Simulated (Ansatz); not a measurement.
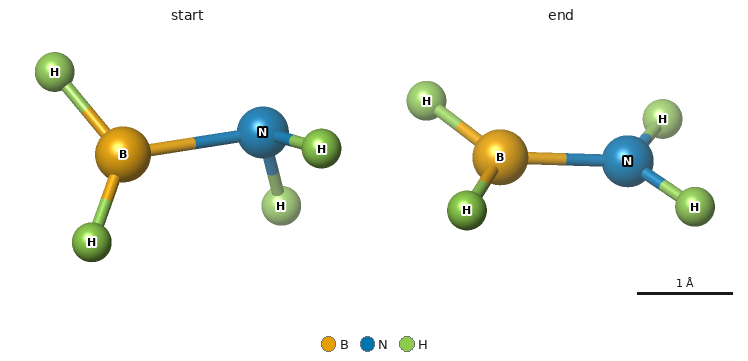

The structure of BNH$_{4}$ before (left) and after (right) a relaxation, at one scale.

Style: ball-and-stick. Shown at a tilt.

The run prepares an end point of a later path (inversion) calculation, from a guessed geometry.

Computed with RKS B3LYP-D4/cc-pVDZ in Ansatz 0.2.0. Set-up: no spin polarisation; force threshold 0.015 eV/Å; at most 40 steps.

Q: What changed between the two?

A: The atom that moves furthest after the best rigid fit is an H atom (0.92 Å). By element the largest moves are H 0.92 Å, N 0.34 Å, B 0.05 Å. Some distances before and after: B–N 1.561 → 1.389 Å, B–H 1.086 → 1.207 Å, B–H 1.141 → 1.207 Å, H–N 1.057 → 1.014 Å. Bond angles that change, for instance: B–N–H 105.1° → 123.4°, B–N–H 107.2° → 123.4°, H–N–H 107.3° → 113.3°. After 9 geometry steps the energy has fallen by 1.827 eV. Largest force component: 4.8 eV/Å at the start, 0.0032 eV/Å at the end. The run took 12 s on 1 thread of Intel(R) Xeon(R) Platinum 8259CL CPU @ 2.50GHz (Skylake/Cascade Lake), with other jobs on the host, peak memory 0.12 GiB.
